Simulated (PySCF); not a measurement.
```xyz
17

F     3.7537   -0.1721   -0.0619
C     2.5855   -0.1776   -0.7965
Si    1.1134    0.1401    0.3608
O     0.2192   -1.2199    0.4712
C    -1.1742   -1.1253    0.6315
C    -1.7895   -0.1219   -0.3380
C    -1.2082    1.2708   -0.1195
O     0.1822    1.2938   -0.3224
H     2.6987    0.6038   -1.5492
H     2.5444   -1.1482   -1.2932
H     1.5500    0.5657    1.6897
H    -1.3990   -0.8295    1.6635
H    -1.5795   -2.1263    0.4565
H    -1.5623   -0.4381   -1.3574
H    -2.8700   -0.0954   -0.2009
H    -1.4288    1.6070    0.9006
H    -1.6424    1.9851   -0.8253
```

Geometry: GFN2-xTB.

The calculation used PBE0/pcSseg-1, SCF density, gas phase, non-relativistic in PySCF.

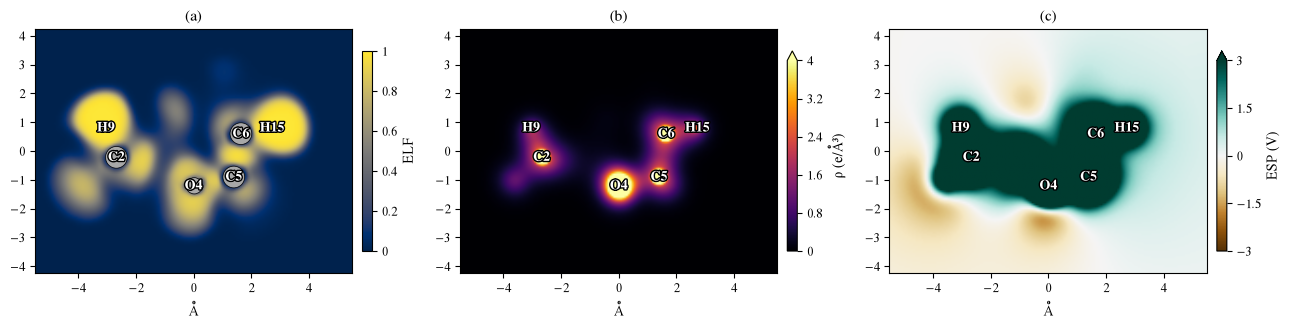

C$_{4}$H$_{9}$FO$_{2}$Si (SMILES FC[SiH]1OCCCO1). (a) electron localisation function; (b) total electron density; (c) molecular electrostatic potential on the plane of atoms C5, C6 and H15. Grey discs cover the atomic cores in the ELF map.

Q: Read the bonding off the picture.

A: The section cuts through C, O and H sites.
C–O (1.41 Å): ρ at the midpoint is about 2 e/Å³, with its minimum of 1.8 e/Å³ about 0.5 Å from C; the ELF peaks at about 0.90 between the atoms, as expected for a shared but strongly polarised pair.
C–C (1.52 Å): the density is about 1.7 e/Å³ at the midpoint; the ELF peaks at about 0.95 between the atoms: a covalent bond.
C–H (1.09 Å): the density is about 2 e/Å³ at the midpoint; the ELF climbs to about 1 towards the hydrogen, as it does in any bond to H; an ordinary covalent bond to hydrogen.
The ELF also peaks beside O4 and F1, away from the bonds: lone-pair regions.
Outside the dense part of the molecule the potential is most negative (−1.6 V) near O4.
